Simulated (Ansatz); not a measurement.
# MgBe3S4: relaxing a made-up structure

This structure for MgBe3S4 is made up. Its elements were placed in a known structure type with a cell scaled to their sizes. What cell does the guess relax to, and how far off was it?

Main program and level: Ansatz 0.2.0; DFT, PBE, plane-wave PAW, files of the set soft_1, scalar-relativistic, no spin, cell and ions relaxed at zero pressure; PAW set soft_1, in the first sound run; inputs show where later runs differ.

## Step 1: Set-up

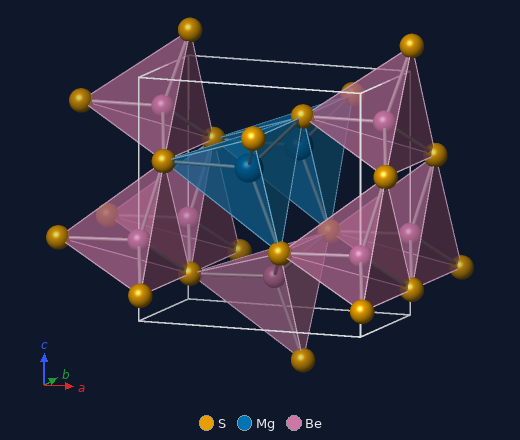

The starting structure, seen slightly off an axis (sulfur orange, magnesium blue, beryllium pink). Some periodic images of atoms are drawn too.

## Step 2: Relaxation of the guess

The guess takes its coordinates from another compound and its volume from a rule, so the cell and any free coordinates are relaxed together.

The input, input.yaml:

```yaml
crystal:
  lattice:
    - [6.127, 0.0, 0.0]
    - [0.0, 3.753, 0.0]
    - [-0.077144132, 0.0, 6.40553548]
  atoms:
    - { symbol: S, position: [0.6377, 0.0, 0.3196] }
    - { symbol: S, position: [0.6288, 0.5, 0.8357] }
    - { symbol: S, position: [0.1197, 0.5, 0.1575] }
    - { symbol: S, position: [0.1136, 0.0, 0.6638] }
    - { symbol: Mg, position: [0.4975, 0.0, 0.6612] }
    - { symbol: Be, position: [0.0012, 0.0, 0.3317] }
    - { symbol: Be, position: [0.9971, 0.5, 0.8369] }
    - { symbol: Be, position: [0.5005, 0.5, 0.1707] }
kpoints:
  mp_grid: { grid: [5, 7, 4] }
scf:
  occupations: { method: fermi_dirac, width: 0.05 }
hamiltonian:
  xc: pbe
  pseudopotentials: { kind: paw, azcp: { folder: soft_1 } }
relax:
  f_tol: 0.015
  max_steps: 70
  cell: {}
output:
  forces: true
  stress: true
```

The run is started by

```
$ ansatz run input.yaml --threads 4 --pin off --max-ram 10240MiB --backend cpu --events-out ev --progress --plain --runs-dir out
```

Numbers of over 12 decimals in the logs are rounded to 6 here.

The program printed:

```text
Engine: ansatz 0.2.0, x86_64-unknown-linux-gnu
Pseudopotentials: kind: paw
Pseudopotential: S, paw, valence charge 6, recommended cutoff 420 eV (normal), soft_1/S.paw.azcp
Pseudopotential: Mg, paw, valence charge 10, recommended cutoff 420 eV (normal), soft_1/Mg.paw.azcp
Pseudopotential: Be, paw, valence charge 2, recommended cutoff 420 eV (normal), soft_1/Be.paw.azcp
Functional definition: PBE
  parameter kappa = 0.804
  parameter beta = 0.066725
  exchange = pbe_x(kappa = kappa, mu = beta*pi^2/3)
  correlation = pbe_c(beta = beta)
Crystal: 8 atoms, lattice volume = 147.293 Å³
Basis set: ecut = 420 eV, 2863 PW (Γ), exchange–correlation on 90×54×90 points (8 copies of the dense FFT grid, shifted against one another)
Bands: 28, of which v1, the nominal top of the filled ones, is band 20 counted from 1 (19 counted from 0)
Symmetry: 2 space group operations
Space group: Pm (ITA 6), of the structure as read, at distance tolerance 5.3e-5 Å
k-points: 44 of 140 (time reversal used)
Non-local potential: S, projectors of the file, l = 0: 2, l = 1: 2, l = 2: 1
Non-local potential: Mg, projectors of the file, l = 0: 3, l = 1: 2, l = 2: 1
Non-local potential: Be, projectors of the file, l = 0: 2, l = 1: 2, l = 2: 1
PAW form: soft (Blöchl's): semilocal exchange-correlation on the pseudo side does not see the compensation charge
PAW one-centre angular grid: S, 110 points (default); XC on 64 Gauss nodes
PAW one-centre angular grid: Mg, 110 points (default); XC on 64 Gauss nodes
PAW one-centre angular grid: Be, 110 points (default); XC on 64 Gauss nodes
Initial density: superposition of atomic densities (chi_scale 0.1, normalization cell, long waves kept (reshape's long-wave potential 0.12 eV rms))
Initial wavefunctions: pseudopotential atomic-orbital guess
Functional: x = pbe(κ = 0.804, μ = 0.219515), c = pbe(β = 0.066725)
SCF iter   1: F=—  HF=-5819.077792 eV  |F-HF|=—  |Δ(HF+E_count)|=         —  Δρ=4.12e-2  dr2=3.33e0  ethr=3.10e-3  ⟨swp⟩=9.7  Hψ=7742  notcnv=0
preconditioner: auto → Resta (q_TF=auto, 2.196 Å⁻¹)  ε∞=3.8  [insulator: Δε(μ)=3.737 eV  Ē_g=10.274 eV  σ=0.050 eV  W_gap=1.00  n_scr=26 (ndim 8)  ℏωp=17.3 eV  f_vac=0.000  D(μ)=0.00/eV (n_scr^D=0)  ε∞_Penn≈3.8]
SCF iter   2: F=—  HF=-5818.324995 eV  |F-HF|=—  |Δ(HF+E_count)|=   7.53e-1  Δρ=2.14e-2  dr2=8.33e-1  ethr=3.10e-3  ⟨swp⟩=3.0  Hψ=2818  notcnv=0  defer=143
SCF iter   3: F=—  HF=-5818.172537 eV  |F-HF|=—  |Δ(HF+E_count)|=   1.52e-1  Δρ=4.21e-3  dr2=4.61e-2  ethr=2.08e-3  ⟨swp⟩=3.3  Hψ=2001  notcnv=0  defer=142
SCF iter   4: F=—  HF=-5818.176527 eV  |F-HF|=—  |Δ(HF+E_count)|=   3.99e-3  Δρ=1.12e-3  dr2=2.23e-3  ethr=1.15e-4  ⟨swp⟩=2.8  Hψ=2093  notcnv=0  defer=128
SCF iter   5: F=—  HF=-5818.178843 eV  |F-HF|=—  |Δ(HF+E_count)|=   2.32e-3  Δρ=3.80e-4  dr2=2.55e-4  ethr=5.58e-6  ⟨swp⟩=2.4  Hψ=2012  notcnv=0  defer=127
SCF iter   6: F=—  HF=-5818.179166 eV  |F-HF|=—  |Δ(HF+E_count)|=   3.23e-4  Δρ=7.24e-5  dr2=7.63e-6  ethr=6.37e-7  ⟨swp⟩=2.0  Hψ=1972  notcnv=0  defer=127
SCF iter   7: F=—  HF=-5818.179155 eV  |F-HF|=—  |Δ(HF+E_count)|=   1.08e-5  Δρ=1.74e-5  dr2=6.04e-7  ethr=1.91e-8  ⟨swp⟩=2.0  Hψ=2055  notcnv=0  defer=127
SCF iter   8: F=-5818.179157 eV  HF=-5818.179157 eV  |F-HF|=1.32e-8  |Δ(HF+E_count)|=   1.46e-6  Δρ=4.00e-6  dr2=3.79e-8  ethr=2.50e-10  ⟨swp⟩=5.8  Hψ=4726  notcnv=0
SCF 1 converged in 8 iterations: F = -5818.179157 eV  dr2 = 3.79e-8
  greatest PAW one-centre occupation: 1.000 electrons in one spin orbital (limit 2), on the Mg atom at site 4 (counted from 0), in its partial waves of l = 0
relax step   1: F+E_penalty+E_count = -5818.17915695 eV  Δ(F+E_penalty+E_count) = +0.000e0 eV  max|allowed force component| = 1.707e0 eV/Å  Δτ_max = 0.0000 Å  P = -6.081 GPa  Ω = 147.293 Å³  (8 SCF iters, dr2 threshold 1.00e-7 eV, accepted)
Crystal: 8 atoms, lattice volume = 133.766 Å³
Basis set: ecut = 420 eV, 2613 PW (Γ), exchange–correlation on 90×54×90 points (8 copies of the dense FFT grid, shifted against one another)
Initial density: handed on by an earlier stage of this run
Initial wavefunctions: those handed on with the density
iter 1 solved again at ethr=4.97e-4 eV; its pass at ethr=3.10e-3 eV (dr2=1.99e-1 eV) is discarded
SCF iter   1: F=—  HF=-5818.977512 eV  |F-HF|=—  |Δ(HF+E_count)|=         —  Δρ=1.06e-2  dr2=2.02e-1  ethr=4.97e-4  ⟨swp⟩=1.2  Hψ=7687  notcnv=0
preconditioner: auto → Resta (q_TF=auto, 2.231 Å⁻¹)  ε∞=4.0  [insulator: Δε(μ)=3.804 eV  Ē_g=10.533 eV  σ=0.050 eV  W_gap=1.00  n_scr=22 (ndim 8)  ℏωp=18.2 eV  f_vac=0.000  D(μ)=0.00/eV (n_scr^D=0)  ε∞_Penn≈4.0]
SCF iter   2: F=—  HF=-5818.934845 eV  |F-HF|=—  |Δ(HF+E_count)|=   4.27e-2  Δρ=5.64e-3  dr2=5.20e-2  ethr=4.97e-4  ⟨swp⟩=2.3  Hψ=1723  notcnv=0
SCF iter   3: F=—  HF=-5818.925602 eV  |F-HF|=—  |Δ(HF+E_count)|=   9.24e-3  Δρ=8.72e-4  dr2=1.41e-3  ethr=1.30e-4  ⟨swp⟩=2.1  Hψ=2059  notcnv=0
SCF iter   4: F=—  HF=-5818.926111 eV  |F-HF|=—  |Δ(HF+E_count)|=   5.09e-4  Δρ=2.73e-4  dr2=1.64e-4  ethr=3.52e-6  ⟨swp⟩=2.1  Hψ=1825  notcnv=0
SCF iter   5: F=—  HF=-5818.926128 eV  |F-HF|=—  |Δ(HF+E_count)|=   1.72e-5  Δρ=8.33e-5  dr2=1.11e-5  ethr=4.10e-7  ⟨swp⟩=2.0  Hψ=1815  notcnv=0
SCF iter   6: F=—  HF=-5818.926150 eV  |F-HF|=—  |Δ(HF+E_count)|=   2.19e-5  Δρ=2.01e-5  dr2=8.46e-7  ethr=2.77e-8  ⟨swp⟩=2.0  Hψ=1932  notcnv=0
SCF iter   7: F=-5818.926151 eV  HF=-5818.926151 eV  |F-HF|=5.39e-8  |Δ(HF+E_count)|=   6.79e-7  Δρ=4.69e-6  dr2=4.42e-8  ethr=2.00e-9  ⟨swp⟩=5.0  Hψ=4366  notcnv=0
SCF 2 converged in 7 iterations: F = -5818.926151 eV  dr2 = 4.42e-8
relax step   2: F+E_penalty+E_count = -5818.92615104 eV  Δ(F+E_penalty+E_count) = -7.470e-1 eV  max|allowed force component| = 3.756e-1 eV/Å  Δτ_max = 0.1667 Å  P = -1.008 GPa  Ω = 133.766 Å³  energy of the carried Pulay correction = +9.398e-4 eV  (7 SCF iters, dr2 threshold 8.00e-7 eV, accepted)
Crystal: 8 atoms, lattice volume = 131.362 Å³
Basis set: ecut = 420 eV, 2565 PW (Γ), exchange–correlation on 90×54×90 points (8 copies of the dense FFT grid, shifted against one another)
iter 1 solved again at ethr=3.49e-5 eV; its pass at ethr=3.10e-3 eV (dr2=1.40e-2 eV) is discarded
SCF iter   1: F=—  HF=-5818.975881 eV  |F-HF|=—  |Δ(HF+E_count)|=         —  Δρ=3.27e-3  dr2=1.43e-2  ethr=3.49e-5  ⟨swp⟩=1.8  Hψ=8147  notcnv=0
preconditioner: auto → Resta (q_TF=auto, 2.238 Å⁻¹)  ε∞=4.0  [insulator: Δε(μ)=3.757 eV  Ē_g=10.609 eV  σ=0.050 eV  W_gap=1.00  n_scr=22 (ndim 8)  ℏωp=18.3 eV  f_vac=0.000  D(μ)=0.00/eV (n_scr^D=0)  ε∞_Penn≈4.0]
SCF iter   2: F=—  HF=-5818.973323 eV  |F-HF|=—  |Δ(HF+E_count)|=   2.56e-3  Δρ=1.80e-3  dr2=4.22e-3  ethr=3.49e-5  ⟨swp⟩=1.0  Hψ=1232  notcnv=0
SCF iter   3: F=—  HF=-5818.972842 eV  |F-HF|=—  |Δ(HF+E_count)|=   4.81e-4  Δρ=2.66e-4  dr2=1.14e-4  ethr=1.06e-5  ⟨swp⟩=2.4  Hψ=1788  notcnv=0
SCF iter   4: F=—  HF=-5818.972866 eV  |F-HF|=—  |Δ(HF+E_count)|=   2.40e-5  Δρ=9.19e-5  dr2=1.93e-5  ethr=2.84e-7  ⟨swp⟩=2.0  Hψ=1928  notcnv=0
SCF iter   5: F=—  HF=-5818.972866 eV  |F-HF|=—  |Δ(HF+E_count)|=   2.58e-7  Δρ=2.48e-5  dr2=1.10e-6  ethr=4.82e-8  ⟨swp⟩=2.0  Hψ=1745  notcnv=0
SCF iter   6: F=-5818.972867 eV  HF=-5818.972867 eV  |F-HF|=3.90e-9  |Δ(HF+E_count)|=   1.21e-6  Δρ=8.10e-6  dr2=1.28e-7  ethr=2.00e-9  ⟨swp⟩=5.0  Hψ=4406  notcnv=0
SCF 3 converged in 6 iterations: F = -5818.972867 eV  dr2 = 1.28e-7
relax step   3: F+E_penalty+E_count = -5818.97286716 eV  Δ(F+E_penalty+E_count) = -4.672e-2 eV  max|allowed force component| = 1.644e-1 eV/Å  Δτ_max = 0.0499 Å  P = +0.389 GPa  Ω = 131.362 Å³  energy of the carried Pulay correction = +1.116e-3 eV  (6 SCF iters, dr2 threshold 8.00e-7 eV, accepted)
Crystal: 8 atoms, lattice volume = 132.088 Å³
Basis set: ecut = 420 eV, 2581 PW (Γ), exchange–correlation on 90×54×90 points (8 copies of the dense FFT grid, shifted against one another)
iter 1 solved again at ethr=1.04e-5 eV; its pass at ethr=3.10e-3 eV (dr2=4.17e-3 eV) is discarded
SCF iter   1: F=—  HF=-5818.980703 eV  |F-HF|=—  |Δ(HF+E_count)|=         —  Δρ=1.92e-3  dr2=4.45e-3  ethr=1.04e-5  ⟨swp⟩=2.4  Hψ=7911  notcnv=0
preconditioner: auto → Resta (q_TF=auto, 2.236 Å⁻¹)  ε∞=4.0  [insulator: Δε(μ)=3.748 eV  Ē_g=10.591 eV  σ=0.050 eV  W_gap=1.00  n_scr=22 (ndim 8)  ℏωp=18.3 eV  f_vac=0.001  D(μ)=0.00/eV (n_scr^D=0)  ε∞_Penn≈4.0]
SCF iter   2: F=—  HF=-5818.979895 eV  |F-HF|=—  |Δ(HF+E_count)|=   8.08e-4  Δρ=1.02e-3  dr2=1.14e-3  ethr=1.04e-5  ⟨swp⟩=1.2  Hψ=1318  notcnv=0
SCF iter   3: F=—  HF=-5818.979815 eV  |F-HF|=—  |Δ(HF+E_count)|=   8.03e-5  Δρ=1.51e-4  dr2=4.55e-5  ethr=2.84e-6  ⟨swp⟩=2.8  Hψ=1935  notcnv=0
SCF iter   4: F=—  HF=-5818.979847 eV  |F-HF|=—  |Δ(HF+E_count)|=   3.19e-5  Δρ=6.57e-5  dr2=8.93e-6  ethr=1.14e-7  ⟨swp⟩=2.1  Hψ=2016  notcnv=0
SCF iter   5: F=-5818.979845 eV  HF=-5818.979845 eV  |F-HF|=1.86e-7  |Δ(HF+E_count)|=   1.61e-6  Δρ=1.52e-5  dr2=4.51e-7  ethr=2.00e-9  ⟨swp⟩=4.0  Hψ=5442  notcnv=0
SCF 4 converged in 5 iterations: F = -5818.979845 eV  dr2 = 4.51e-7
relax step   4: F+E_penalty+E_count = -5818.97984541 eV  Δ(F+E_penalty+E_count) = -6.978e-3 eV  max|allowed force component| = 6.173e-2 eV/Å  Δτ_max = 0.0280 Å  P = -0.060 GPa  Ω = 132.088 Å³  energy of the carried Pulay correction = +1.063e-3 eV  (5 SCF iters, dr2 threshold 8.00e-7 eV, accepted)
Crystal: 8 atoms, lattice volume = 131.980 Å³
Basis set: ecut = 420 eV, 2585 PW (Γ), exchange–correlation on 90×54×90 points (8 copies of the dense FFT grid, shifted against one another)
iter 1 solved again at ethr=7.85e-7 eV; its pass at ethr=3.10e-3 eV (dr2=3.14e-4 eV) is discarded
SCF iter   1: F=—  HF=-5818.980398 eV  |F-HF|=—  |Δ(HF+E_count)|=         —  Δρ=5.94e-4  dr2=3.47e-4  ethr=7.85e-7  ⟨swp⟩=3.1  Hψ=7179  notcnv=0
preconditioner: auto → Resta (q_TF=auto, 2.236 Å⁻¹)  ε∞=4.0  [insulator: Δε(μ)=3.767 eV  Ē_g=10.595 eV  σ=0.050 eV  W_gap=1.00  n_scr=22 (ndim 8)  ℏωp=18.3 eV  f_vac=0.000  D(μ)=0.00/eV (n_scr^D=0)  ε∞_Penn≈4.0]
SCF iter   2: F=—  HF=-5818.980353 eV  |F-HF|=—  |Δ(HF+E_count)|=   4.47e-5  Δρ=3.04e-4  dr2=7.52e-5  ethr=7.85e-7  ⟨swp⟩=2.0  Hψ=2068  notcnv=0
SCF iter   3: F=—  HF=-5818.980383 eV  |F-HF|=—  |Δ(HF+E_count)|=   2.99e-5  Δρ=4.01e-5  dr2=2.08e-6  ethr=1.88e-7  ⟨swp⟩=2.4  Hψ=2078  notcnv=0
SCF iter   4: F=-5818.980384 eV  HF=-5818.980384 eV  |F-HF|=3.66e-8  |Δ(HF+E_count)|=   1.29e-6  Δρ=9.56e-6  dr2=2.29e-7  ethr=5.95e-10  ⟨swp⟩=5.5  Hψ=4768  notcnv=0
SCF 5 converged in 4 iterations: F = -5818.980384 eV  dr2 = 2.29e-7
relax step   5: F+E_penalty+E_count = -5818.98038406 eV  Δ(F+E_penalty+E_count) = -5.386e-4 eV  max|allowed force component| = 8.647e-3 eV/Å  Δτ_max = 0.0085 Å  P = +0.008 GPa  Ω = 131.980 Å³  energy of the carried Pulay correction = +1.071e-3 eV  (4 SCF iters, dr2 threshold 2.38e-7 eV, accepted)
Basis set: ecut = 420 eV, 2585 PW (Γ), exchange–correlation on 80×48×90 points (8 copies of the dense FFT grid, shifted against one another)
Initial wavefunctions: pseudopotential atomic-orbital guess (no wavefunctions were taken with the density)
iter 1 solved again at ethr=3.55e-6 eV; its pass at ethr=3.10e-3 eV (dr2=1.42e-3 eV) is discarded
SCF iter   1: F=—  HF=-5818.979357 eV  |F-HF|=—  |Δ(HF+E_count)|=         —  Δρ=4.78e-5  dr2=6.01e-7  ethr=3.55e-6  ⟨swp⟩=3.2  Hψ=10728  notcnv=0
eigensolver tolerance schedule: the retry pair's looser diagonalisation over-reported the residual by 2357.54 of it (diagonalisation noise at an unbounded share of the residual, at the tolerance the schedule requests for it); recorded, not acted on — ethr = c·dr2/N_el stays at c = 1.0e-1
preconditioner: auto → Resta (q_TF=auto, 2.236 Å⁻¹)  ε∞=4.0  [insulator: Δε(μ)=3.766 eV  Ē_g=10.595 eV  σ=0.050 eV  W_gap=1.00  n_scr=22 (ndim 8)  ℏωp=18.3 eV  f_vac=0.000  D(μ)=0.00/eV (n_scr^D=0)  ε∞_Penn≈4.0]
SCF iter   2: F=—  HF=-5818.979490 eV  |F-HF|=—  |Δ(HF+E_count)|=   1.32e-4  Δρ=2.57e-5  dr2=1.85e-7  ethr=1.50e-9  ⟨swp⟩=3.1  Hψ=2679  notcnv=0
SCF iter   3: F=—  HF=-5818.979491 eV  |F-HF|=—  |Δ(HF+E_count)|=   9.25e-7  Δρ=5.02e-6  dr2=2.38e-8  ethr=4.62e-10  ⟨swp⟩=2.0  Hψ=2068  notcnv=0
SCF iter   4: F=—  HF=-5818.979491 eV  |F-HF|=—  |Δ(HF+E_count)|=   3.94e-8  Δρ=1.33e-6  dr2=3.87e-9  ethr=5.94e-11  ⟨swp⟩=2.0  Hψ=1756  notcnv=0
SCF iter   5: F=—  HF=-5818.979491 eV  |F-HF|=—  |Δ(HF+E_count)|=   2.54e-9  Δρ=5.12e-7  dr2=2.18e-10  ethr=9.68e-12  ⟨swp⟩=2.0  Hψ=1863  notcnv=0
SCF iter   6: F=-5818.979491 eV  HF=-5818.979491 eV  |F-HF|=9.09e-13  |Δ(HF+E_count)|=  3.92e-10  Δρ=4.94e-8  dr2=3.43e-12  ethr=1.00e-12  ⟨swp⟩=5.0  Hψ=4693  notcnv=0
SCF 6 converged in 6 iterations: F = -5818.979491 eV  dr2 = 3.43e-12
relax step   6: F+E_penalty+E_count = -5818.97949063 eV  Δ(F+E_penalty+E_count) = +8.934e-4 eV  max|allowed force component| = 8.636e-3 eV/Å  Δτ_max = 0.0000 Å  P = +0.005 GPa  Ω = 131.980 Å³  stress off target by 3.07e-2 GPa  SCF on the basis re-selected at this cell (its energy is not comparable with the rows above)  (6 SCF iters)
basis re-selected at this cell: Δ(F+E_penalty+E_count) = +8.934e-4 eV, ΔP = -0.003 GPa vs the last step (what re-selecting the basis moved, of the pressure what is left beyond the Pulay correction that the steps carried, after the strain that the cell walked since its last selection, with what the two solves' SCF thresholds leave and, on support functions, any second-order correction that the steps lacked; it is no measure of the basis error at this ecutwfc). The dense FFT grid was sized anew with the basis: this SCF ran on 40×24×45 points, the steps before it on 45×27×45, so part of this shift can come from that change (see relax.cell in the input reference). [rest of the remark cut]
SCF converged after 6 iterations
Free energy (F): -5818.979491 eV
Harris-Foulkes:  -5818.979491 eV  (|F-HF|=9.09e-13)
Internal energy: -5818.979491 eV  (E = F + TS)
E sigma→0 (E₀):  -5818.979491 eV
Fermi energy:    6.662370 eV
--- Per-component energies (eV) ---
  E_band       = -359.565092
  E_kinetic    = 556.174294
  E_local      = -2471.436430  (includes V_loc(G=0)·N_el)
  E_nonlocal   = 342.945120
  E_hartree    = 863.377616
  E_xc         = -444.718942
  E_vxc        = -428.847196  (∫ρ·V_xc dr)
  E_paw        = -2910.936251  (= ΣΔE_a)
  E_vpaw       = -85.155930  (= ΣTr[D̂ρ^β])
  E_aug_tail   = -0.000161  (compensation charges beyond the density's cutoff)
  E_ewald      = -1754.384737
  E_smearing   = -0.000000  (= −TS)
  E_closure    = 0.000000  (closes the sum)
  Σ components = -5818.979491   (vs F -5818.979491, Δ=0.00e0)
--- Forces (eV/Å), atoms counted from 1 ---
  atom   1  S      0.00226572    -0.00000000     0.00111875
  atom   2  S      0.00173649     0.00000000    -0.00692515
  atom   3  S     -0.00261815    -0.00000000    -0.00007530
  atom   4  S     -0.00546004     0.00000000    -0.00158167
  atom   5  Mg    -0.00003303     0.00000000    -0.00076784
  atom   6  Be    -0.00417454     0.00000000    -0.00651947
  atom   7  Be    -0.00034929     0.00000000     0.00820552
  atom   8  Be     0.00863591     0.00000000     0.00654363
  max |Σ_I F_I| component: 3.08e-6 eV/Å
--- Stress (GPa, compression-positive) ---
       -0.010148       0.000000      -0.003954
        0.000000      -0.004749       0.000000
       -0.003949       0.000000       0.030327
  P = ⅓ Tr σ = 0.0051 GPa (0.051 kbar)
--- Relaxed structure (5 steps of the walk, 5 accepted, 1 SCFs on fresh bases) ---
  F+E_penalty+E_count = -5818.97949063 eV   max|allowed force component| = 8.636e-3 eV/Å   (the final SCF, on the basis selected at the relaxed cell)
  cell:  # Å, volume = 131.9805 Å³
    - [5.886443, -8.252695569733883e-18, 0.037167]
    - [-5.055062261010489e-18, 3.559991, 1.3948378839671033e-17]
    - [-0.035259, 2.3910685834352705e-17, 6.297851]
  atoms:
    - { symbol: S, position: [0.636521, 5.791045766371717e-18, 0.304319] }
    - { symbol: S, position: [0.643231, 0.500000, 0.864775] }
    - { symbol: S, position: [0.133628, 0.500000, 0.163745] }
    - { symbol: S, position: [0.087109, 1.4398093806270377e-18, 0.660001] }
    - { symbol: Mg, position: [0.496990, 2.5820958867891416e-19, 0.660519] }
    - { symbol: Be, position: [-0.000567455, 3.811623428241711e-18, 0.321642] }
    - { symbol: Be, position: [0.995721, 0.500000, 0.837813] }
    - { symbol: Be, position: [0.503468, 0.500000, 0.164286] }
```

Wall time 7.1 s (4 threads of AMD EPYC 9B45 (Zen 5), shared host); peak memory 0.52 GiB.

Relaxation path:

```
step  energy less that of the first step (eV)  largest force component (eV/Å)  pressure (GPa)  volume (Å³)
   1                                   0.0000                          1.7067           -6.08       147.29
   2                                  -0.7470                          0.3756           -1.01       133.77
   3                                  -0.7937                          0.1644            0.39       131.36
   4                                  -0.8007                          0.0617           -0.06       132.09
   5                                  -0.8012                          0.0086            0.01       131.98
  6*                                  -0.8003                          0.0086            0.01       131.98
```

Relaxation steps marked * repeat the geometry before them on a plane-wave basis chosen anew for their cell, so energy and pressure can jump there.

Forces are held to the 2 operations that the run works with; a distortion that breaks them can't arise in this run.

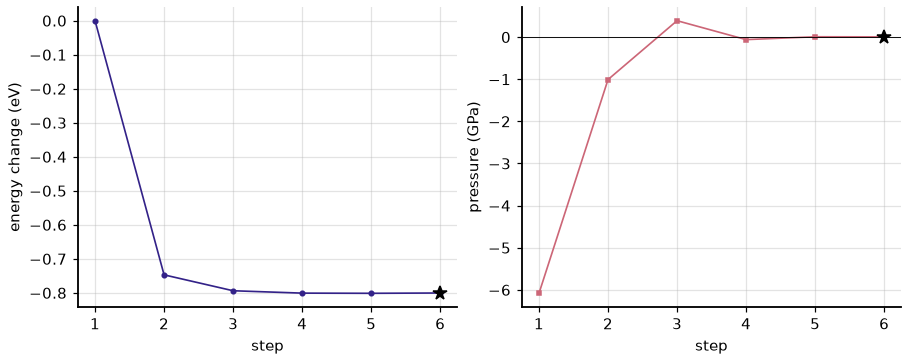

Energy and pressure along the relaxation. Stars mark steps on a basis chosen anew.

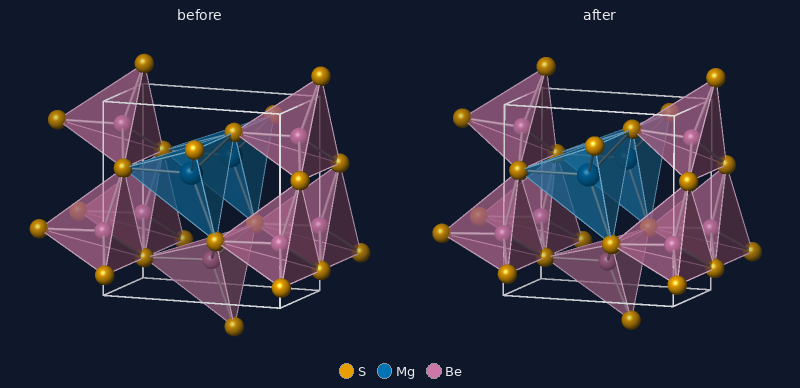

Before and after, at one scale.

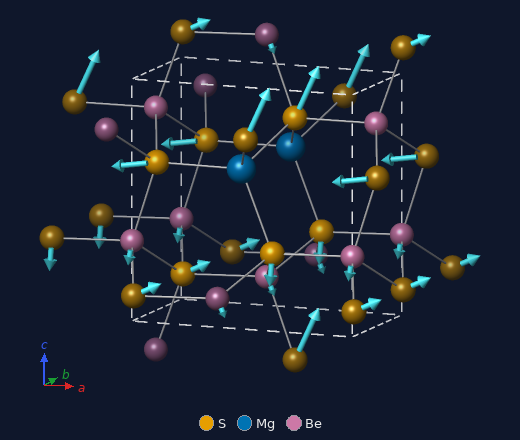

Displacements in the relaxation, exaggerated, measured against the changing cell; the longest in the cell stands for 0.20 Å. Some periodic images of atoms are drawn too.

```
     cell as run  before  after   change
           a (Å)   6.127  5.887   -3.9 %
           b (Å)   3.753  3.560   -5.1 %
           c (Å)   6.406  6.298   -1.7 %
           β (°)   90.69  89.96   -0.8 %
volume (Å³/atom)   18.41  16.50  -10.4 %
```

The atoms that moved most (Å, as changes of fractional coordinates times the final cell):

```
atom      dx     dy      dz  length
  S2   0.084  0.000   0.184   0.202
  S4  -0.156  0.000  -0.025   0.158
  S1  -0.006  0.000  -0.096   0.096
  S3   0.082  0.000   0.040   0.091
 Be6  -0.010  0.000  -0.063   0.064
 Be8   0.018  0.000  -0.040   0.044
 Be7  -0.008  0.000   0.006   0.010
 Mg5  -0.003  0.000  -0.004   0.005
```

This step gave:

```yaml
free_energy: -5818.9795 eV
fermi_energy: 6.662 eV
gap_by_band_count: 3.766 eV
electrons: 40
symmetry_operations: 2
pressure: 0.005143 GPa
```

Shortest distances by pair of elements, guess and relaxed (not always the same contact):

```
 pair  guess (Å)  relaxed (Å)
 Be–S      2.178        2.057
 Mg–S      2.323        2.359
  S–S      3.623        3.291
Be–Be      3.683        3.529
Mg–Mg      3.753        3.560
```

The relaxation ends with a largest force component of 0.0086 eV/Å and a pressure of 0.01 GPa.

(Continued in part 2 of 2.)

[Logs are printed without paths, hosts, clocks, repeated set-up lines and the standing remarks that a program may print on its own settings, such as how far it seeks lower states.]

[Hosts, paths, dates, database ids (printed as entryN), source tags and the programs' standing remarks are cut or masked in the printed files.]
